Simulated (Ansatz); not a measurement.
**C3H9ISi: density, localisation and related maps**

Input file:

```
crystal:
  periodic: [false, false, false]
  atoms:
    - {symbol: C, position_ang: [-2.000107, -1.046861, -0.976371]}
    - {symbol: C, position_ang: [1.010091, -0.328379, -0.878419]}
    - {symbol: C, position_ang: [-1.084606, 1.612676, 0.318127]}
    - {symbol: I, position_ang: [-0.936591, 1.472753, -3.201919]}
    - {symbol: Si, position_ang: [-0.736368, 0.334092, -1.004289]}
    - {symbol: H, position_ang: [-1.813767, -1.768503, -1.785703]}
    - {symbol: H, position_ang: [-1.947660, -1.583410, -0.014359]}
    - {symbol: H, position_ang: [-3.019602, -0.651066, -1.096724]}
    - {symbol: H, position_ang: [1.219461, -1.044659, -1.686884]}
    - {symbol: H, position_ang: [1.146390, -0.844739, 0.086410]}
    - {symbol: H, position_ang: [1.746575, 0.486527, -0.941865]}
    - {symbol: H, position_ang: [-2.097052, 2.028873, 0.207486]}
    - {symbol: H, position_ang: [-1.006841, 1.150227, 1.316223]}
    - {symbol: H, position_ang: [-0.364063, 2.442377, 0.264068]}
basis:
  gaussian: {orbitals: def2-SVPD}
hamiltonian: {xc: pbe0}
output: {forces: true, orbitals: {seedname: orbitals}}
```

Run with:

```sh
ansatz run input.yaml --threads 2 --pin off --max-ram 4350MiB --events-out events.jsonl --progress --plain --runs-dir runs
```

Geometry: PBE0-D3(BJ)/def2-SVP; core potentials replace the inner electrons of I.

Computed with isolated molecule in a Gaussian basis; Kohn-Sham density functional theory, functional PBE0 in Ansatz.

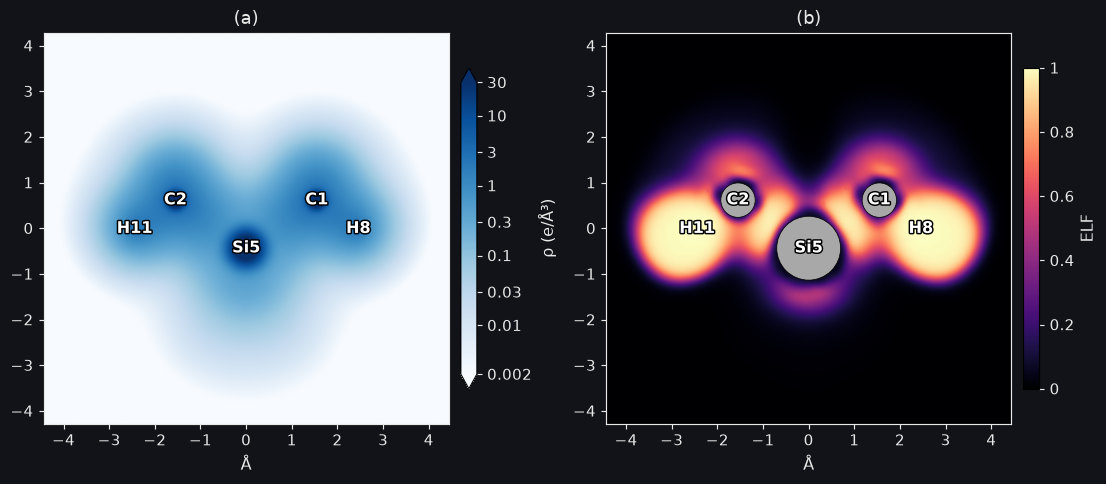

Figure 1. (a) electron density; (b) ELF on the plane of atoms C1, Si5 and C2. Grey discs cover the atomic cores in the ELF map.

**Describe what can be read from this map.**

- Atoms in the plane: C, Si and H.
- C–Si (1.87 Å): ρ at the midpoint is about 0.97 e/Å³; the ELF peaks at about 0.95 between the atoms; localised, covalent bonding.
- C–H (1.10 Å): the density is about 1.9 e/Å³ at the midpoint; the ELF climbs to about 1 towards the hydrogen, as it does in any bond to H; a covalent bond by its length.

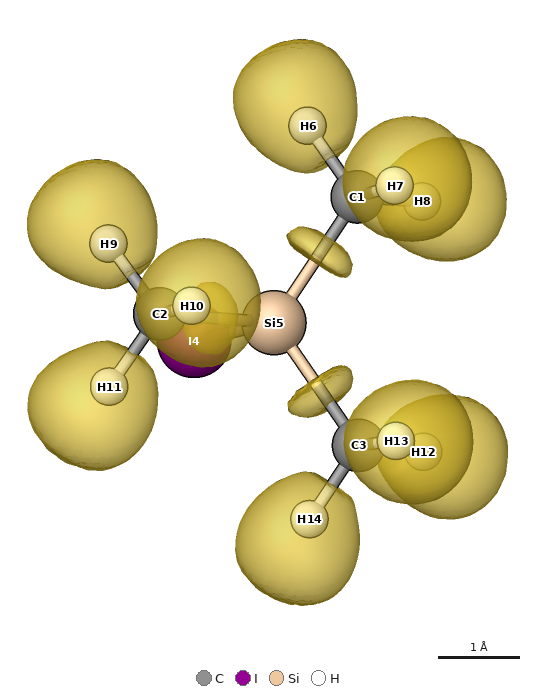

Figure 2. Isosurface of the ELF at 0.9 (yellow), seen at a tilt. Core shells and regions of very low density are left out.

**Where are the electrons localised?**

The ELF exceeds this value in three regions between bonded C–Si atoms (shared pairs) and nine regions around hydrogen nuclei. Profiles from the grid: Si–I (2.48 Å): the ELF peaks at about 0.85 between the atoms: a shared electron pair.

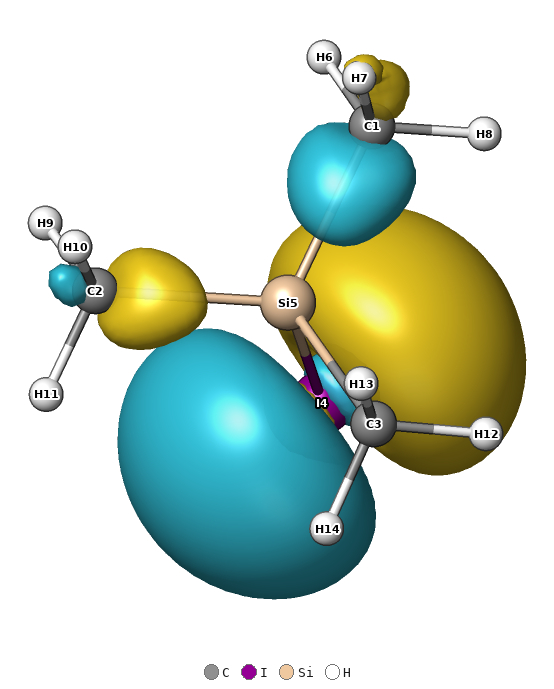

Figure 3. The HOMO at ±0.1 Å⁻³ᐟ² (yellow and cyan are the two phases), seen at a tilt.

**Describe this orbital and give its energy.**

Its weight (Hirshfeld) is mainly on I4 (about 90 %); largely a lone pair of I4. It is one of a degenerate set, so its orientation is arbitrary. Its energy is −7.24 eV.
